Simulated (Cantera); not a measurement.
Input: 1 mol Ca(OH)₂, 0.086 mol CO₂, 0.058 mol O₂, equilibrated at 300000 Pa.

Equilibrium computed with Cantera from the NASA thermochemical tables; the gas is ideal and each condensed phase is pure. Candidate condensed phases: C, C₆H₆, C₇H₈, C₈H₁₈, Ca, CaCO₃, CaO, Ca(OH)₂, H₂O; 115 gas species. Mutual solubility and eutectic melting of coexisting phases are not modelled. Rates play no part.

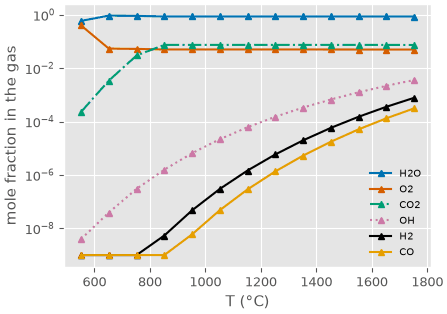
Equilibrium gas composition (values under 1e-9 drawn at 1e-9)

At 552 °C the condensed part is CaCO₃(calcite) + Ca(OH)₂(s). From 652 °C to 752 °C the condensed part is CaCO₃(calcite) + CaO(s). From 852 °C to 1752 °C the condensed part is CaO(s).
